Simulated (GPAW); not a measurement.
# Quasiparticle gap of CdTe (F-43m) in GPAW

Wanted: ground state, empty states, screening and self-energy for CdTe (F-43m).

Method: LDA and many-body steps on it, plane waves, in GPAW 26.7.0.

The database entry behind the starting cell differs from later determinations by our own check (an axis about 1.1 % short against later determinations), so it need not match the best structure at ambient conditions.

**1. Starting point**

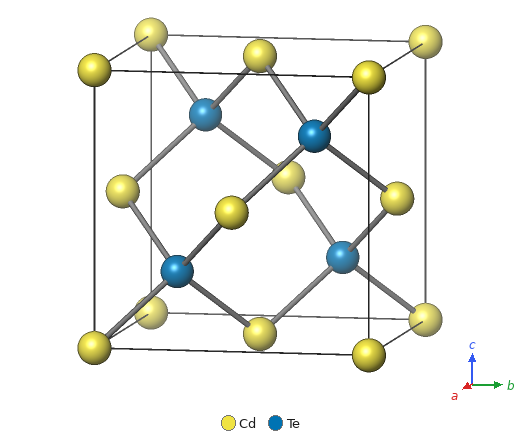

The cell as given, slightly off an axis (cadmium yellow, tellurium blue). This picture shows the conventional cell, with its axes. Bonds to atoms that aren't drawn are left out. Some periodic images of atoms are drawn too.

The cell and positions come from the Crystallography Open Database and are kept as given unless a step says otherwise. Spin-orbit coupling is left out unless a step names it.

**2. Ground state**

This step: GPAW 26.7.0; DFT, LDA, plane waves, PAW.

The ground-state density comes first.

File run.py:

```python
import json
import numpy as np
from gpaw.mpi import world
from ase import Atoms
from gpaw import GPAW, PW, FermiDirac

atoms = Atoms(['Cd', 'Te'],
    cell=[[0.0000000000, 3.2050000000, 3.2050000000],
      [3.2050000000, 0.0000000000, 3.2050000000],
      [3.2050000000, 3.2050000000, 0.0000000000]],
    scaled_positions=[[0.0000000000, 0.0000000000, 0.0000000000],
      [0.2500000000, 0.2500000000, 0.2500000000]],
    pbc=(True, True, True))
calc = GPAW(mode=PW(450),
    xc='LDA',
    kpts={'size': (6, 6, 6), 'gamma': True},
    occupations=FermiDirac(0.001),
    nbands=-7,
    convergence={'density': 1e-6, 'bands': -3},
    maxiter=100,
    txt='gs.txt')
atoms.calc = calc
res = {'energy': atoms.get_potential_energy()}
kpts = calc.get_ibz_k_points()
res['kpts'] = kpts
res['eigenvalues'] = [calc.get_eigenvalues(kpt=k) for k in range(len(kpts))]
res['n_electrons'] = calc.get_number_of_electrons()
calc.write('gs.gpw')

if world.rank == 0:
    with open('result.json', 'w') as f:
        json.dump(res, f, default=lambda x: x.tolist())
```

Started as:

```bash
mpirun -n 8 gpaw python run.py
```

Numbers of over 12 decimals in the logs are rounded to 6 here.

Output:

```text
__  _  _
 | _ |_)|_||  |
 |__||  | ||/\| - 26.7.0

Input parameters:
  mode=PW(ecut=450.000000),
  convergence={'density': 1e-06, 'bands': -3},
  kpts=MonkhorstPack(size=(6, 6, 6), gamma=True),
  maxiter=100,
  nbands=-7,
  occupations=Occupations(name='fermi-dirac', width=0.001, fixmagmom=False),
  xc=XC(name='LDA')
  [... matrices ...]
Diagonalizing LCAO Hamiltonian
Converting LCAO to pw mode

            Te

       Cd

Atoms  # Å, Bohr magnetons
|   | symbol |        x |        y |        z |    initial magnetic moments |
| 0 |     Cd | 0.000000 | 0.000000 | 0.000000 | ( 0.0000,  0.0000,  0.0000) |
| 1 |     Te | 1.602500 | 1.602500 | 1.602500 | ( 0.0000,  0.0000,  0.0000) |

Unit cell  # Å
| periodic |        x |        y |        z |  lengths |    angles |
|      yes | 0.000000 | 3.205000 | 3.205000 | 4.532554 | 60.000000 |
|      yes | 3.205000 | 0.000000 | 3.205000 | 4.532554 | 60.000000 |
|      yes | 3.205000 | 3.205000 | 0.000000 | 4.532554 | 60.000000 |

Number of symmetries: 24
Symmetry operations  # r_c * U_cc + t_c -> r_c
|    | kind |            matrix            |
|  0 |  E   |  1, 0, 0,  0, 1, 0,  0, 0, 1 |
|  1 |  σ   |  1, 0, 0,  0, 0, 1,  0, 1, 0 |
|  2 |  σ   |  1, 0,-1,  0, 1,-1,  0, 0,-1 |
|  3 |  C3  |  1, 0,-1,  0, 0,-1,  0, 1,-1 |
|  4 |  C3  |  1,-1, 0,  0,-1, 1,  0,-1, 0 |
|  5 |  σ   |  1,-1, 0,  0,-1, 0,  0,-1, 1 |
|  6 |  σ   |  0, 1, 0,  1, 0, 0,  0, 0, 1 |
|  7 |  C3  |  0, 1, 0,  0, 0, 1,  1, 0, 0 |
|  8 |  C2  |  0, 1,-1,  1, 0,-1,  0, 0,-1 |
|  9 |  S4  |  0, 1,-1,  0, 0,-1,  1, 0,-1 |
| 10 |  C3  |  0, 0, 1,  1, 0, 0,  0, 1, 0 |
| 11 |  σ   |  0, 0, 1,  0, 1, 0,  1, 0, 0 |
| 12 |  S4  |  0, 0,-1,  1, 0,-1,  0, 1,-1 |
| 13 |  C3  |  0, 0,-1,  0, 1,-1,  1, 0,-1 |
| 14 |  S4  |  0,-1, 1,  1,-1, 0,  0,-1, 0 |
| 15 |  C2  |  0,-1, 1,  0,-1, 0,  1,-1, 0 |
| 16 |  C3  |  0,-1, 0,  1,-1, 0,  0,-1, 1 |
| 17 |  S4  |  0,-1, 0,  0,-1, 1,  1,-1, 0 |
| 18 |  S4  | -1, 1, 0, -1, 0, 1, -1, 0, 0 |
| 19 |  C3  | -1, 1, 0, -1, 0, 0, -1, 0, 1 |
| 20 |  C3  | -1, 0, 1, -1, 1, 0, -1, 0, 0 |
| 21 |  S4  | -1, 0, 1, -1, 0, 0, -1, 1, 0 |
| 22 |  σ   | -1, 0, 0, -1, 1, 0, -1, 0, 1 |
| 23 |  C2  | -1, 0, 0, -1, 0, 1, -1, 1, 0 |

BZ-sampling:
  Number of BZ points: 216
  Number of IBZ points: 16

  Monkhorst-Pack size: [6, 6, 6]
  Monkhorst-Pack shift: [0.083333, 0.083333, 0.083333]

K-points  # in reciprocal-cell coordinates
|     |                                coordinates |     weight |
|   0 | (  0.00000000,   0.00000000,   0.00000000) | 0.00462963 |
|   1 | (  0.16666667,   0.16666667,   0.00000000) | 0.02777778 |
|   2 | (  0.16666667,   0.16666667,   0.16666667) | 0.03703704 |
|   3 | (  0.33333333,   0.16666667,   0.16666667) | 0.05555556 |
|   4 | (  0.33333333,   0.33333333,  -0.33333333) | 0.05555556 |
|   5 | (  0.33333333,   0.33333333,   0.00000000) | 0.02777778 |
|   6 | (  0.33333333,   0.33333333,   0.16666667) | 0.11111111 |
|   7 | (  0.33333333,   0.33333333,   0.33333333) | 0.03703704 |
|   8 | (  0.50000000,   0.33333333,  -0.33333333) | 0.11111111 |
|   9 | (  0.50000000,   0.33333333,  -0.16666667) | 0.05555556 |
| ... |                                            |            |
|  15 | (  0.50000000,   0.50000000,   0.50000000) | 0.01851852 |

Plane wave coefficients: 1458
Cutoff: 450.000000 eV

Spin-components: 1 (collinear spins)
Bands:           16
Projectors:      11
Spin-degeneracy: 2
Datatype:        complex128

  Storage: CPU
  Wave functions: 5_779_456 bytes (722_432 per core)
  Projectors: 7_946_752 bytes (993_344 per core)
  [... matrices ...]
Parallelization:
  kpt:    8
  domain: 1
  band:   1

Density:
  Valence electrons: 18.0
  Components: 1
  Grid points: [24 24 24]
  Charge: 0.0  # |e|

Potential:
  Grid points: [24 24 24]

species:
  Cd:
    name:    Cadmium
    Z:       48.0
    valence: 12
    core:    36
    charge:  0.0  # [|e|]
    compensation charges:
      type: gauss
      rc: 0.38  # [Å]
      lmax: 2
    cutoffs:
      filter: 2.12  # [Å]
      core: 2.62  # [Å]
    projectors
    | kind |    occ | energy [eV] | rcut [Å] |
    |   5s |  2.000 |      -5.950 |    1.191 |
    |   5p |  0.000 |      -1.328 |    1.228 |
    |   4d | 10.000 |     -11.904 |    1.164 |
    |    s |        |      21.261 |    1.191 |
    |    p |        |      25.883 |    1.228 |
    |    d |        |      15.307 |    1.164 |

    Using partial waves for Cd as LCAO basis

  Te:
    name:    Tellurium
    Z:       52.0
    valence: 6
    core:    46
    charge:  0.0  # [|e|]
    compensation charges:
      type: gauss
      rc: 0.36  # [Å]
      lmax: 2
    cutoffs:
      filter: 2.09  # [Å]
      core: 3.17  # [Å]
    projectors
    | kind |    occ | energy [eV] | rcut [Å] |
    |   5s |  2.000 |     -15.337 |    1.180 |
    |   5p |  4.000 |      -6.113 |    1.196 |
    |    s |        |      11.875 |    1.180 |
    |    p |        |      21.098 |    1.196 |
    |    d |        |       0.000 |    1.238 |

    Using partial waves for Te as LCAO basis

Reference energy: -336673.462795  # eV

eigensolver:
  PPCG
  Converge bands: -3
  niter=2

density mixing:
  MSR1-Mixer
  Pratt-step length: 0.05
  Maximum mixing coefficient: 0.75
  Old densities: 10
  SVD Regularization: 0.005
  Good broyden scale: 1.0
  Trust region scale: 1.0
  Backstep threshold: 4.0
  History deletion threshold: 6.0
  Fourier metric: weight=20.0, sigma=0.015

occupation numbers:
  Fermi-Dirac:
    width: 0.0010  # eV

poisson solver:
  ecut: 3600.000000  # eV

xc functional:
  name: None

Initialization done in: 0.646 s

convergence criteria:
- Maximum integral of absolute [dens]ity change: 1e-06 electrons / valence electron
- Maximum [total energy] change in last 3 cyles: 0.0005 eV / valence electron
- Maximum integral of absolute [eigenst]ate change: 4e-08 eV^2 / valence electron
maximum number of iterations: 100

SCF iterations
|iter     |     time |      energy | eigst |  dens |
|iter:   1|  |   -6.525197 | +0.75 |       |
|iter:   2|  |   -6.481280 | -0.54 | -1.28 |
|iter:   3|  |   -6.303744 | -1.44 | -1.32 |
|iter:   4|  |   -6.297948 | -3.21 | -1.79 |
|iter:   5|  |   -6.296826c| -3.68 | -2.26 |
|iter:   6|  |   -6.296820c| -5.34 | -2.97 |
|iter:   7|  |   -6.296821c| -6.76 | -3.58 |
|iter:   8|  |   -6.296821c| -7.87c| -4.36 |
|iter:   9|  |   -6.296821c| -8.62c| -5.44 |
|iter:  10|  |   -6.296821c| -9.23c| -5.99 |
|iter:  11|  |   -6.296821c| -9.58c| -6.84c|

Converged in 11 steps
SCF loop duration: 0.929 s (0.084 s/step)
Energy contributions relative to reference atoms: (reference = -336673.462795)
  [... matrices ...]
Energy contributions:
  Kinetic:          17.527331
  Coulomb:         -15.919915
  Zero:              0.243767
  External:          0.000000
  Xc:               -8.148005
  Entropy:          -0.000000
  Spinorbit:         0.000000
  ----------------------------
  Free energy:      -6.296821
  Extrapolated:     -6.296821

dipole moment: (-25.949308, -25.949308, -25.949308)  # |e|*Ang

Fermi level: 4.046
Eigenvalues  # (at kpt = [0.000, 0.000, 0.000])
| band index |      eig [eV] | occ [0-2] |
|          0 |        -7.681 |     2.000 |
|          1 |        -4.573 |     2.000 |
|          2 |        -4.573 |     2.000 |
|          3 |        -4.573 |     2.000 |
|          4 |        -4.280 |     2.000 |
|          5 |        -4.280 |     2.000 |
|          6 |         3.777 |     2.000 |
|          7 |         3.777 |     2.000 |
|          8 |         3.777 |     2.000 |
|          9 |         4.385 |     0.000 |
|         10 |         8.267 |     0.000 |
|         11 |         8.267 |     0.000 |
|         12 |         8.267 |     0.000 |
|         13 |        11.030 |     0.000 |
|         14 |        13.357 |     0.000 |
|         15 |        13.357 |     0.000 |

Gap: 0.608 eV
Transition (v -> c):
  (s=0, k=0, n=8, [0.00, 0.00, 0.00]) -> (s=0, k=0, n=9, [0.00, 0.00, 0.00])
No difference between direct/indirect transitions
# Writing to gs.gpw (mode='')
  [... matrices ...]
```

Wall time 3 s (8 MPI ranks of Arm Neoverse V2, shared host); peak memory 1.2 GiB; 23 s of CPU time.

Numbers from this step:

| Quantity | Value |
| --- | --- |
| total energy | -6.297 eV |
| gap | 0.6080 eV |
| k of the valence top | 0, 0, 0 |
| k of the conduction bottom | 0, 0, 0 |
| least direct gap | 0.6080 eV |

The gap is direct, at Γ.

**3. Bands along the symmetry lines**

The cheap functional maps the bands first; the places of the edges decide which points the dearer methods must see.

File run.py:

```python
import json
import numpy as np
from gpaw.mpi import world
from gpaw import GPAW

path = [[0.000000, 0.000000, 0.000000],
    [-0.062500, -0.062500, 0.000000],
    [-0.125000, -0.125000, 0.000000],
    [-0.187500, -0.187500, 0.000000],
    [-0.250000, -0.250000, 0.000000],
    [-0.312500, -0.312500, 0.000000],
    [-0.375000, -0.375000, 0.000000],
    [-0.437500, -0.437500, 0.000000],
    [-0.500000, -0.500000, 0.000000],
    [-0.484375, -0.484375, 0.031250],
    [-0.468750, -0.468750, 0.062500],
    [-0.453125, -0.453125, 0.093750],
    [-0.437500, -0.437500, 0.125000],
    [-0.421875, -0.421875, 0.156250],
    [-0.406250, -0.406250, 0.187500],
    [-0.390625, -0.390625, 0.218750],
    [-0.375000, -0.375000, 0.250000],
    [-0.375000, 0.000000, 0.375000],
    [-0.328125, 0.000000, 0.328125],
    [-0.281250, 0.000000, 0.281250],
    [-0.234375, 0.000000, 0.234375],
    [-0.187500, 0.000000, 0.187500],
    [-0.140625, 0.000000, 0.140625],
    [-0.093750, 0.000000, 0.093750],
    [-0.046875, 0.000000, 0.046875],
    [0.000000, 0.000000, 0.000000],
    [0.000000, 0.000000, 0.062500],
    [0.000000, 0.000000, 0.125000],
    [0.000000, 0.000000, 0.187500],
    [0.000000, 0.000000, 0.250000],
    [0.000000, 0.000000, 0.312500],
    [0.000000, 0.000000, 0.375000],
    [0.000000, 0.000000, 0.437500],
    [0.000000, 0.000000, 0.500000],
    [-0.062500, -0.031250, 0.468750],
    [-0.125000, -0.062500, 0.437500],
    [-0.187500, -0.093750, 0.406250],
    [-0.250000, -0.125000, 0.375000],
    [-0.312500, -0.156250, 0.343750],
    [-0.375000, -0.187500, 0.312500],
    [-0.437500, -0.218750, 0.281250],
    [-0.500000, -0.250000, 0.250000],
    [-0.500000, -0.281250, 0.218750],
    [-0.500000, -0.312500, 0.187500],
    [-0.500000, -0.343750, 0.156250],
    [-0.500000, -0.375000, 0.125000],
    [-0.500000, -0.406250, 0.093750],
    [-0.500000, -0.437500, 0.062500],
    [-0.500000, -0.468750, 0.031250],
    [-0.500000, -0.500000, 0.000000]]
calc = GPAW('gs.gpw').fixed_density(kpts=path,
    symmetry='off',
    nbands=19,
    convergence={'bands': 15},
    txt='bands.txt')
res = {}
kpts = calc.get_ibz_k_points()
res['kpts'] = kpts
res['eigenvalues'] = [calc.get_eigenvalues(kpt=k) for k in range(len(kpts))]
res['n_electrons'] = calc.get_number_of_electrons()

if world.rank == 0:
    with open('result.json', 'w') as f:
        json.dump(res, f, default=lambda x: x.tolist())
```

Started as:

```bash
mpirun -n 8 gpaw python run.py
```

Output:

```text
Diagonalizing LCAO Hamiltonian
Converting LCAO to pw mode
convergence criteria:
- Maximum integral of absolute [eigenst]ate change: 4e-08 eV^2 / valence electron
maximum number of iterations: 100

SCF iterations
|iter     |     time |      energy | eigst |  dens |
|iter:   1|  |             | +1.92 |       |
|iter:   2|  |             | +0.18 |       |
|iter:   3|  |             | -0.87 |       |
[...]
|iter:   7|  |             | -5.42 |       |
|iter:   8|  |             | -6.49 |       |
|iter:   9|  |             | -7.43c|       |
SCF steps: 9
  __  _  _
 | _ |_)|_||  |
 |__||  | ||/\| - 26.7.0

Input parameters:
  mode=PW(ecut=450.000000),
  convergence={'bands': 15},
  gpts=array([24, 24, 24]),
  kpts=KPoints(kpts=array([[ 0.      ,  0.      ,  0.      ],
         [-0.0625  , -0.0625  ,  0.      ],
         [-0.125   , -0.125   ,  0.      ],
         [-0.1875  , -0.1875  ,  0.      ],
[...]
[-0.484375, -0.484375,  0.03125 ],
[...]
[-0.453125, -0.453125,  0.09375 ],
[...]
[-0.421875, -0.421875,  0.15625 ],
[...]
[-0.390625, -0.390625,  0.21875 ],
[...]
[-0.328125,  0.      ,  0.328125],
[...]
[-0.234375,  0.      ,  0.234375],
[...]
[-0.140625,  0.      ,  0.140625],
[...]
[-0.046875,  0.      ,  0.046875],
         [ 0.      ,  0.      ,  0.      ],
         [ 0.      ,  0.      ,  0.0625  ],
         [ 0.      ,  0.      ,  0.125   ],
[...]
[ 0.      ,  0.      ,  0.4375  ],
         [ 0.      ,  0.      ,  0.5     ],
[...]
[-0.5     , -0.4375  ,  0.0625  ],
         [-0.5     , -0.46875 ,  0.03125 ],
         [-0.5     , -0.5     ,  0.      ]])),
  maxiter=100,
  nbands=19,
  occupations=Occupations(name='fermi-dirac', width=0.001, fixmagmom=False),
  parallel={},
  symmetry=Symmetry(point_group=False, time_reversal=False),
  xc=XC(name='LDA')
  [... matrices ...]
timing:  # [seconds]
  Total: 0.022  # ━━━━━━━━━━━━━━━━━━━━━━━━━━━━━━━━━━━━━━━━━━━━━━━━━━━━━━━━━━━
```

It took 4.6 s on 8 MPI ranks; peak memory 1.3 GiB; 36 s of CPU time.

Numbers from this step:

```yaml
gap: 0.6080 eV
k_of_the_valence_top: 0, 0, 0
k_of_the_conduction_bottom: 0, 0, 0
least_direct_gap: 0.6080 eV
```

The gap is 0.608 eV, as in the run before at this level.

The electronic bands at the labelled points (eV, zero at the top of the highest filled band):

```tsv
point	band 6	band 7	band 8	band 9	band 10	band 11	band 12	band 13
Γ	-8.06	0.00	0.00	0.00	0.61	4.49	4.49	4.49
X	-7.55	-4.55	-2.01	-2.01	2.38	2.55	8.79	9.16
U	-7.49	-4.46	-2.76	-1.67	2.74	4.45	7.27	7.46
jump to K	-7.49	-4.46	-2.76	-1.67	2.74	4.45	7.27	7.46
Γ	-8.06	0.00	0.00	0.00	0.61	4.49	4.49	4.49
L	-7.69	-4.70	-0.84	-0.84	1.67	5.11	5.11	6.87
W	-7.45	-4.43	-2.49	-2.39	4.26	4.56	5.45	6.18
X	-7.55	-4.55	-2.01	-2.01	2.38	2.55	8.79	9.16
```

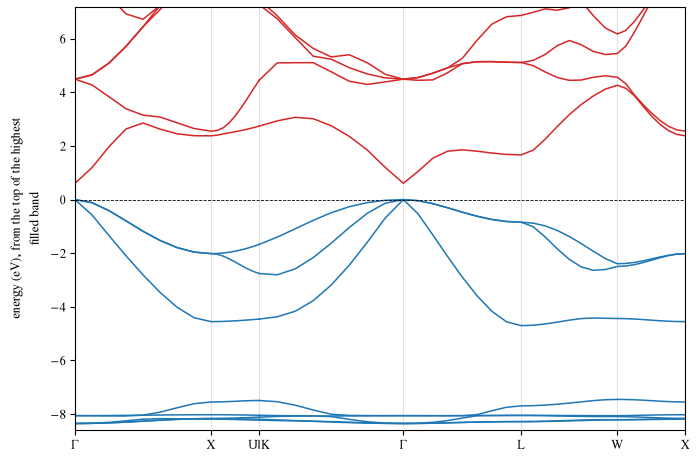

Electronic bands along the path; lines of filled and empty bands in two colours.

**4. Empty states on the mesh, 4×4×4 mesh, 786 bands**

The sums over transitions need many empty states on a uniform mesh; this step solves for them.

File run.py:

```python
import json
import numpy as np
from gpaw.mpi import world
from gpaw import GPAW

calc = GPAW('gs.gpw').fixed_density(kpts={'size': (4, 4, 4), 'gamma': True},
    parallel={'domain': 1, 'band': 1},
    txt='nscf.txt')
calc.diagonalize_full_hamiltonian(nbands=786)
calc.write('full.gpw', mode='all')
res = {}
kpts = calc.get_ibz_k_points()
res['kpts'] = kpts
res['eigenvalues'] = [calc.get_eigenvalues(kpt=k) for k in range(len(kpts))]
res['n_electrons'] = calc.get_number_of_electrons()

if world.rank == 0:
    with open('result.json', 'w') as f:
        json.dump(res, f, default=lambda x: x.tolist())
```

Started as:

```bash
mpirun -n 8 gpaw python run.py
```

Output:

```text
Diagonalizing LCAO Hamiltonian
Converting LCAO to pw mode
convergence criteria:
- Maximum integral of absolute [eigenst]ate change: 4e-08 eV^2 / valence electron
maximum number of iterations: 100

SCF iterations
|iter     |     time |      energy | eigst |  dens |
|iter:   1|  |             | +0.72 |       |
|iter:   2|  |             | -0.36 |       |
|iter:   3|  |             | -2.09 |       |
|iter:   4|  |             | -3.36 |       |
|iter:   5|  |             | -4.64 |       |
|iter:   6|  |             | -5.83 |       |
|iter:   7|  |             | -6.99 |       |
|iter:   8|  |             | -7.59c|       |
SCF steps: 8
  __  _  _
 | _ |_)|_||  |
 |__||  | ||/\| - 26.7.0

Input parameters:
  mode=PW(ecut=450.000000),
  convergence={'density': 1e-06, 'bands': -3},
  gpts=array([24, 24, 24]),
  kpts=MonkhorstPack(size=(4, 4, 4), gamma=True),
  maxiter=100,
  nbands=16,
  occupations=Occupations(name='fermi-dirac', width=0.001, fixmagmom=False),
  parallel={'domain': 1, 'band': 1},
  xc=XC(name='LDA')
Matrix size: 1411x1411
# Writing to full.gpw (mode='all')
  [... matrices ...]

timing:  # [seconds]
  Total: 3.739  # ━━━━━━━━━━━━━━━━━━━━━━━━━━━━━━━━━━━━━━━━━━━━━━━━━━━━━━━━━━━
```

Wall time 6.2 s (8 MPI ranks); peak memory 2.4 GiB.

Numbers from this step:

| Quantity | Value |
| --- | --- |
| gap | 0.6080 eV |
| k of the valence top | 0, 0, 0 |
| k of the conduction bottom | 0, 0, 0 |
| least direct gap | 0.6080 eV |
| k points computed | 8 |
| lowest point of the top converged band, above the valence top | 288.3022 eV |

On this mesh the gap is 0.608 eV.

(Part 1 of 2 ends here.)

[Paths, hosts, dates, memory and timing lines, banners, echoed tables and standing remarks are left out of the program output.]

[Logs are printed without paths, hosts, clocks, repeated set-up lines and the standing remarks that a program may print on its own settings, such as how far it seeks lower states.]

[Runs of the session that timed out or met a known fault of the program may be left out.]

[Hosts, paths, dates, database ids (printed as entryN), source tags and the programs' standing remarks are cut or masked in the printed files.]
